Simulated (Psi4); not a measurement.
# CH₄In: single-point calculation

The run: single-point calculation of CH₄In, multiplicity 2, SMILES [CH3][InH]. Method and program: r2SCAN/def2-SVPD, UKS, core potentials def2 (Psi4 1.11).

The geometry comes from this level: PBE0-D4/def2-TZVP.

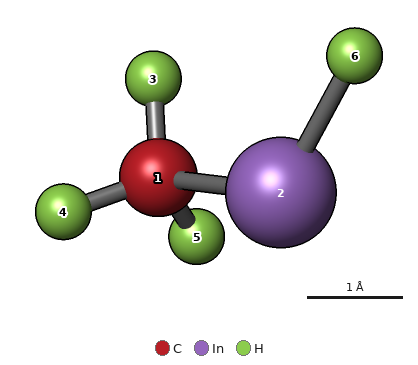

*The structure (ball-and-stick view, seen at a tilt; atoms are numbered from 1 in the order of the input). Sticks mark near contacts.*

Bond lengths as drawn: C–H 1.09 Å, C–In 2.19 Å and H–In 1.77 Å.

### Results in brief

```tsv
quantity	value
outcome	converged
total energy	−230.601846 hartree
basis functions	84
⟨S²⟩	0.754
dipole moment	0.73 D
hardware	1 thread of AMD EPYC (Zen 5), 16 GiB of memory available, shared host
wall time	17 s
peak memory	1.1 GiB
```

### Input (input.dat)
```
memory 1600 MB

molecule {
  0 2
  C     -0.193800    -0.431900    -0.581700
  In     1.078700     0.643900     0.838400
  H     -1.243800    -0.290500    -0.319800
  H      0.052000    -1.494800    -0.558700
  H     -0.011800    -0.057300    -1.590300
  H      0.361000     1.566900     2.166000
  symmetry c1
}

set basis def2-SVPD
set reference uks
set scf_type df
set guess sapgau

energy_value = energy("r2scan")
print_variables()
```

Launch command:
```bash
psi4 input.dat output.dat -n 1
```

### Log
```
Psi4 1.11 release

   => Loading Basis Set <=

    Name: DEF2-SVPD
    Role: ORBITAL
    Keyword: BASIS

    !!!  WARNING: ECP capability is in beta. Please check occupations closely.  !!!

         ---------------------------------------------------------
                                   SCF
                              UKS Reference
                        1 Threads,   1525 MiB Core
         ---------------------------------------------------------

  ==> Geometry <==

    Molecular point group: c1
    Full point group: C1

    Geometry (in Angstrom), charge = 0, multiplicity = 2:

       Center              X                  Y                   Z               Mass
    ------------   -----------------  -----------------  -----------------  -----------------
         C           -1.116180231757    -0.955257822975    -1.261806318950    12.000000000000
         IN           0.156319768243     0.120542177025     0.158293681050   114.903878776000
         H           -2.166180231757    -0.813857822975    -0.999906318950     1.007825032230
         H           -0.870380231757    -2.018157822975    -1.238806318950     1.007825032230
         H           -0.934180231757    -0.580657822975    -2.270406318950     1.007825032230
         H           -0.561380231757     1.043542177025     1.485893681050     1.007825032230

  Running in c1 symmetry.

  Rotational constants: A =      3.08239  B =      0.23628  C =      0.22887 [cm^-1]
  Rotational constants: A =  92407.65240  B =   7083.36015  C =   6861.23329 [MHz]
  Nuclear repulsion =   59.789680249600146

  Charge       = 0
  Multiplicity = 2
  Electrons    = 31
  Nalpha       = 16
  Nbeta        = 15

  ==> Algorithm <==

  SCF Algorithm Type is DF.
  DIIS enabled.
  MOM disabled.
  Fractional occupation disabled.
  Guess Type is SAPGAU.
  Energy threshold   = 1.00e-06
  Density threshold  = 1.00e-06
  Integral threshold = 1.00e-12

  ==> Primary Basis <==

  Basis Set: DEF2-SVPD
    Blend: DEF2-SVPD
    Number of shells: 36
    Number of basis functions: 84
    Number of Cartesian functions: 89
    Spherical Harmonics?: true
    Max angular momentum: 2

  Core potential: DEF2-SVPD
    Number of shells: 4
    Number of ECP primitives: 18
    Number of ECP core electrons: 28
    Max angular momentum: 3

  ==> DFT Potential <==

   => LibXC <=

    Version 7.1.2

   => Composite Functional: R2SCAN <=

    r2SCAN Meta-GGA XC Functional  (0.1021/acs.jpclett.0c02405)

    Deriv               =              1
    GGA                 =           TRUE
    Meta                =           TRUE

    Exchange Hybrid     =          FALSE
    MP2 Hybrid          =          FALSE

   => Exchange Functionals <=

    1.0000   XC_MGGA_X_R2SCAN

   => Correlation Functionals <=

    1.0000   XC_MGGA_C_R2SCAN

   => LibXC Density Thresholds  <==

    XC_MGGA_C_R2SCAN:  1.00E-15
    XC_MGGA_X_R2SCAN:  1.00E-11

   => Molecular Quadrature <=

    Radial Scheme          =       TREUTLER
    Pruning Scheme         =           NONE
    Nuclear Scheme         =       TREUTLER

    Blocking Scheme        =         OCTREE
    BS radius alpha        =              1
    Pruning alpha          =              1
    Radial Points          =             75
    Spherical Points       =            302
    Total Points           =         131338
    Total Blocks           =           1044
    Max Points             =            256
    Max Functions          =             84
    Weights Tolerance      =       1.00E-15

   => Loading Basis Set <=

    Name: (DEF2-SVPD AUX)
    Role: JKFIT
    Keyword: DF_BASIS_SCF

   => Loading Basis Set <=

    Name: SAP_HELFEM_LARGE
    Role: ORBITAL
    Keyword: SAPGAU_BASIS

  ==> Integral Setup <==

  DFHelper Memory: AOs need 0.022 GiB; user supplied 0.389 GiB.
  SCF_SUBTYPE=INCORE selected. In-core MEM_DF algorithm will be used.
  Using in-core AOs.

  ==> MemDFJK: Density-Fitted J/K Matrices <==

    J tasked:                   Yes
    K tasked:                    No
    wK tasked:                   No
    Memory [MiB]:               398
    Algorithm:                 Core
    Schwarz Cutoff:           1E-12
    Mask sparsity (%):       0.0000
    Fitting Condition:        1E-10

   => Auxiliary Basis Set <=

  Basis Set: (DEF2-SVPD AUX)
    Blend: DEF2-UNIVERSAL-JKFIT
    Number of shells: 95
    Number of basis functions: 365
    Number of Cartesian functions: 478
    Spherical Harmonics?: true
    Max angular momentum: 5

  Cached 100.0% of DFT collocation blocks in 0.729 [GiB].

  Minimum eigenvalue in the overlap matrix is 5.1375856387E-04.
  Reciprocal condition number of the overlap matrix is 6.8597192254E-05.
    Using symmetric orthogonalization.

  ==> Pre-Iterations <==

   -------------------------------------------------------
    Irrep   Nso     Nmo     Nalpha   Nbeta   Ndocc  Nsocc
   -------------------------------------------------------
     A         84      84      16      15      15       1
   -------------------------------------------------------
    Total      84      84      16      15      15       1
   -------------------------------------------------------

  ==> Iterations <==

                           Total Energy        Delta E     RMS |[F,P]|

   @DF-UKS iter   1:   -46.51701521621751   -4.65170e+01   3.41503e-02 ADIIS/DIIS
   @DF-UKS iter   2:  -209.71365040953299   -1.63197e+02   1.28574e-01 ADIIS
   @DF-UKS iter   3:  -158.25830968860615    5.14553e+01   8.40825e-02 ADIIS/DIIS
   @DF-UKS iter   4:  -225.70589186607017   -6.74476e+01   2.88018e-02 ADIIS/DIIS
   @DF-UKS iter   5:  -223.96027190331662    1.74562e+00   3.64928e-02 ADIIS/DIIS
   @DF-UKS iter   6:  -225.67889860358608   -1.71863e+00   3.32220e-02 ADIIS/DIIS
   @DF-UKS iter   7:  -224.07924802051824    1.59965e+00   3.49351e-02 ADIIS/DIIS
   @DF-UKS iter   8:  -224.65117704678798   -5.71929e-01   3.38115e-02 ADIIS/DIIS
   @DF-UKS iter   9:  -225.19339274272173   -5.42216e-01   3.23560e-02 ADIIS/DIIS
   @DF-UKS iter  10:  -227.42867769485466   -2.23528e+00   2.71880e-02 ADIIS/DIIS
   @DF-UKS iter  11:  -225.80068815401157    1.62799e+00   2.67536e-02 ADIIS/DIIS
   @DF-UKS iter  12:  -230.30730555245054   -4.50662e+00   8.36927e-03 ADIIS/DIIS
   @DF-UKS iter  13:  -230.57768191621381   -2.70376e-01   2.22192e-03 ADIIS/DIIS
   @DF-UKS iter  14:  -230.59792539584566   -2.02435e-02   9.12634e-04 ADIIS/DIIS
   @DF-UKS iter  15:  -230.60178417571052   -3.85878e-03   9.11072e-05 DIIS
   @DF-UKS iter  16:  -230.60182842204225   -4.42463e-05   4.84721e-05 DIIS
   @DF-UKS iter  17:  -230.60184446344758   -1.60414e-05   1.25625e-05 DIIS
   @DF-UKS iter  18:  -230.60184562763263   -1.16419e-06   3.27065e-06 DIIS
   @DF-UKS iter  19:  -230.60184572967688   -1.02044e-07   8.86697e-07 DIIS
  Energy and wave function converged.

  ==> Post-Iterations <==

   Electrons on quadrature grid:
      Nalpha   =   16.0000004910 ; deviation = 4.910e-07
      Nbeta    =   15.0000002026 ; deviation = 2.026e-07
      Ntotal   =   31.0000006936 ; deviation = 6.936e-07

   @Spin Contamination Metric:   4.239721221E-03
   @S^2 Expected:                7.500000000E-01
   @S^2 Observed:                7.542397212E-01
   @S   Expected:                5.000000000E-01
   @S   Observed:                5.000000000E-01

    Orbital Energies [Eh]
    ---------------------

    Alpha Occupied:

       1A    -10.038695     2A     -4.605642     3A     -3.014372
       4A     -3.005471     5A     -3.001507     6A     -0.710660
       7A     -0.703951     8A     -0.703577     9A     -0.700740
      10A     -0.696997    11A     -0.631617    12A     -0.371736
      13A     -0.365562    14A     -0.365371    15A     -0.254477
      16A     -0.165191

    Alpha Virtual:

      17A     -0.082088    18A      0.010641    19A      0.022594
      20A      0.046030    21A      0.074181    22A      0.086271
      23A      0.094227    24A      0.097084    25A      0.115641
      26A      0.131293    27A      0.137611    28A      0.167926
      29A      0.176184    30A      0.177230    31A      0.184369
      32A      0.226069    33A      0.228626    34A      0.253481
      35A      0.276285    36A      0.303232    37A      0.316227
      38A      0.319555    39A      0.329515    40A      0.373334
      41A      0.374892    42A      0.390076    43A      0.411685
      44A      0.414543    45A      0.421782    46A      0.435035
      47A      0.457973    48A      0.464884    49A      0.474987
      50A      0.500961    51A      0.545479    52A      0.595813
      53A      0.618402    54A      0.622260    55A      0.701300
      56A      0.826555    57A      0.884227    58A      0.889120
      59A      0.899009    60A      0.998743    61A      1.000856
      62A      1.013845    63A      1.128965    64A      1.559704
      65A      1.565370    66A      1.685757    67A      1.710454
      68A      1.750848    69A      1.837604    70A      1.863075
      71A      1.870883    72A      1.945484    73A      2.038958
      74A      2.048109    75A      2.298606    76A      2.550394
      77A      2.562259    78A      2.845174    79A      3.117740
      80A      3.125133    81A     16.237882    82A     16.640875
      83A     17.664943    84A     61.196851

    Beta Occupied:

       1A    -10.035486     2A     -4.604573     3A     -3.013452
       4A     -3.003881     5A     -3.001103     6A     -0.707602
       7A     -0.700179     8A     -0.699453     9A     -0.699012
      10A     -0.693106    11A     -0.625585    12A     -0.365386
      13A     -0.363515    14A     -0.349216    15A     -0.236849

    Beta Virtual:

      16A     -0.103525    17A     -0.063463    18A      0.019754
      19A      0.029142    20A      0.059304    21A      0.075571
      22A      0.086443    23A      0.100421    24A      0.102021
      25A      0.121844    26A      0.141091    27A      0.157935
      28A      0.177256    29A      0.180590    30A      0.183800
      31A      0.184402    32A      0.226606    33A      0.235257
      34A      0.258260    35A      0.289088    36A      0.311903
      37A      0.323184    38A      0.327061    39A      0.341169
      40A      0.383480    41A      0.384237    42A      0.395701
      43A      0.422960    44A      0.429816    45A      0.431235
      46A      0.443096    47A      0.465498    48A      0.473300
      49A      0.484368    50A      0.520887    51A      0.561227
      52A      0.599618    53A      0.630968    54A      0.635157
      55A      0.714829    56A      0.857951    57A      0.891565
      58A      0.893711    59A      0.908054    60A      1.002821
      61A      1.005161    62A      1.025165    63A      1.135292
      64A      1.567562    65A      1.571698    66A      1.687307
      67A      1.745278    68A      1.784600    69A      1.856307
      70A      1.863949    71A      1.875431    72A      1.975045
      73A      2.045540    74A      2.058992    75A      2.306251
      76A      2.556924    77A      2.566144    78A      2.846279
      79A      3.123820    80A      3.127787    81A     16.239314
      82A     16.643346    83A     17.666450    84A     61.196077

    Final Occupation by Irrep:
              A
    DOCC [    15 ]
    SOCC [     1 ]
    NA   [    16 ]
    NB   [    15 ]

  @DF-UKS Final Energy:  -230.60184572967688

   => Energetics <=

    Nuclear Repulsion Energy =             59.7896802496001456
    One-Electron Energy =                -507.3258341615073732
    Two-Electron Energy =                 240.5595830592109508
    DFT Exchange-Correlation Energy =     -23.6252748769806118
    Empirical Dispersion Energy =           0.0000000000000000
    VV10 Nonlocal Energy =                  0.0000000000000000
    Total Energy =                       -230.6018457296768815

  UHF NO Occupations:
  HONO-2 :   14  A 1.9994721
  HONO-1 :   15  A 1.9987384
  HONO-0 :   16  A 1.0000000
  LUNO+0 :   17  A 0.0012616
  LUNO+1 :   18  A 0.0005279
  LUNO+2 :   19  A 0.0001425
  LUNO+3 :   20  A 0.0000968

Computation Completed

Properties will be evaluated at   0.000000,   0.000000,   0.000000 [a0]

Properties computed using the SCF density matrix

 Multipole Moments:

 ------------------------------------------------------------------------------------
     Multipole            Electronic (a.u.)      Nuclear  (a.u.)        Total (a.u.)
 ------------------------------------------------------------------------------------

 L = 1.  Multiply by 2.5417464519 to convert [e a0] to [Debye]
 Dipole X            :         14.9978748          -15.0166844           -0.0188097
 Dipole Y            :         10.3574509          -10.5244376           -0.1669866
 Dipole Z            :         13.5069053          -13.7381122           -0.2312069
 Magnitude           :                                                    0.2858233

 ------------------------------------------------------------------------------------

	total time  =         16 seconds =       0.27 minutes

  Variable Map:
  ----------------------------------------------------------------------------
  "CURRENT ENERGY"              =>    -230.601845729677
  "CURRENT REFERENCE ENERGY"    =>    -230.601845729677
  "DD SOLVATION ENERGY"         =>       0.000000000000
  "DFT FUNCTIONAL TOTAL ENERGY" =>    -230.601845729677
  "DFT TOTAL ENERGY"            =>    -230.601845729677
  "DFT VV10 ENERGY"             =>       0.000000000000
  "DFT XC ENERGY"               =>     -23.625274876981
  "GRID ELECTRONS ALPHA"        =>      16.000000490970
  "GRID ELECTRONS BETA"         =>      15.000000202612
  "GRID ELECTRONS TOTAL"        =>      31.000000693581
  "NUCLEAR REPULSION ENERGY"    =>      59.789680249600
  "ONE-ELECTRON ENERGY"         =>    -507.325834161507
  "PCM POLARIZATION ENERGY"     =>       0.000000000000
  "PE ENERGY"                   =>       0.000000000000
  "SCF ITERATION ENERGY"        =>    -230.601845729677
  "SCF ITERATIONS"              =>      19.000000000000
  "SCF TOTAL ENERGY"            =>    -230.601845729677
  "TWO-ELECTRON ENERGY"         =>     240.559583059211
  "XC GRID RADIAL POINTS"       =>      75.000000000000
  "XC GRID SPHERICAL POINTS"    =>     302.000000000000
  "XC GRID TOTAL POINTS"        =>  131338.000000000000

  Array Variable Map:
  ----------------------------------------------------------------------------
  "CURRENT DIPOLE"              =>      -0.018809661506 ... -0.231206900954 1 by 3
  "SCF DIPOLE"                  =>      -0.018809661506 ... -0.231206900954 1 by 3
  "SCF TOTAL ENERGIES"          =>     -46.517015216218 ... -230.601845729677 1 by 19

    Psi4 run time: 0:00:16.40
```
